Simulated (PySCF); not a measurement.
# [Eu(S2)2]−: how tightly the ligands are held

Aim: take one ligand of each kind off [Eu(S2)2]−, with both parts rigid, and scan its distance from the metal. The structure is generated, not taken from experiment.

Computed with PySCF 2.14.0. Level: r2SCAN, Eu lcecp-1-SVP with ECP52, S def2-SVP; scalar-relativistic core potentials, no spin–orbit coupling.

3 further runs of the same task are left out: 2 for a known fault of the program, 1 that didn't finish.

**1. Starting geometry**

5 atoms, charge -1, spin multiplicity 1.

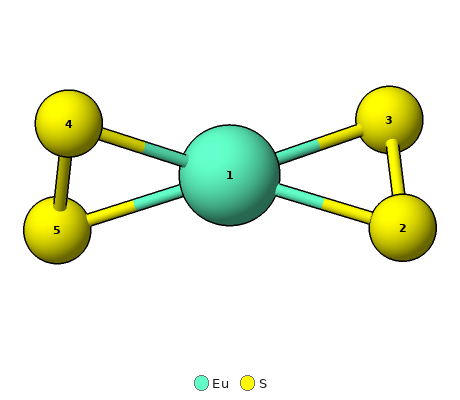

The geometry (europium green, sulfur yellow); atoms are numbered from 1 in the order of the file.

As a file:

```xyz
5

Eu    0.0000    0.0000    0.0000
S     0.7713    0.7713    2.4112
S    -0.7713   -0.7713    2.4112
S     0.7713   -0.7713   -2.4112
S    -0.7713    0.7713   -2.4112
```

Formal oxidation states: Eu +3. Each metal's 6 4f electrons lie in its core potential, so multiplicities, spins and levels count the valence alone. An earlier session relaxed this geometry at r2SCAN, Eu lcecp-1-SVP with ECP52, S def2-SVP (singlet, point group D2d).

**2. Rigid scan of S2**

Atoms 2, 3 move together along the line from atom 1; the distance is to the donor, the donors' midpoint or the ring centre. Each point starts from the density of the one before.

| distance (Å) | energy from the relaxed point (eV) |
| --- | --- |
| 2.11 | 0.863 |
| 2.21 | 0.344 |
| 2.31 | 0.077 |
| 2.41 | 0.000 |
| 2.51 | 0.064 |
| 2.61 | 0.231 |
| 2.71 | 0.469 |
| 2.86 | 0.913 |

Wall time 15 s (2 threads of AMD EPYC 9R45 (Zen 5), shared host).

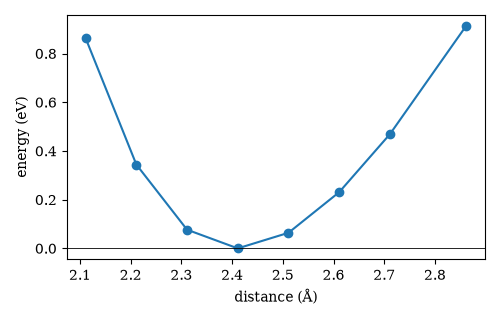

Energy along the rigid scan of S2.

**3. Outcome**

| quantity | value |
| --- | --- |
| stiffness of the S2 contact | 14.1 eV/Å² |

**Reading.** Near 2.41 Å the S2 contact has a stiffness of about 14.1 eV/Å², and the energy stands 0.91 eV higher at 2.86 Å. No counterpoise correction is made, and the parts aren't relaxed; each of these makes the binding look larger. The bases are small and lack diffuse functions. Spin–orbit coupling is left out.
